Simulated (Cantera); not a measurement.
Feed: 1 mol HMDSO, 0.14 mol NO, 10 mol H2, held at 35.0 mbar.

Method: chemical equilibrium by Gibbs-energy minimisation in Cantera with the NASA 1993 tables (ideal gas, pure condensed phases). Candidate condensed phases: C, C6H6, C7H8, C8H18, H2O, Si, SiC, SiO2, Si2N2O, Si3N4; 151 gas species. The feed counts by its element totals alone. Mutual solubility and eutectic melting of coexisting phases are not modelled. The tables hold silica as quartz up to 1696 K and as liquid above; real silica turns to tridymite and cristobalite and melts near 1996 K. Equilibrium is a limit: real reactors are often held back by kinetics, nucleation or transport.

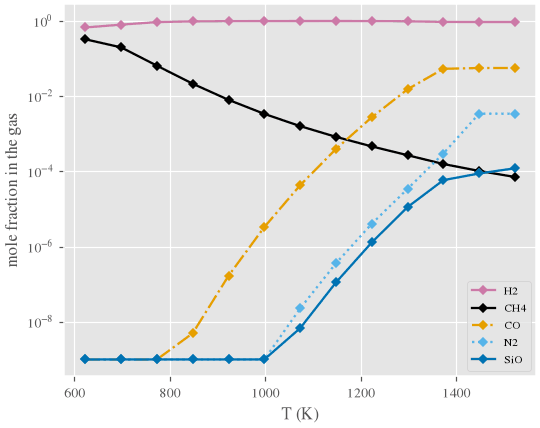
*Equilibrium gas composition (values under 1e-9 drawn at 1e-9)*

### Question
Read off the mole fractions at 1523 K.

### Answer
H2 about 0.94, CO about 0.056, N2 about 0.0034, SiO about 0.00012, CH4 about 7.1e-5.
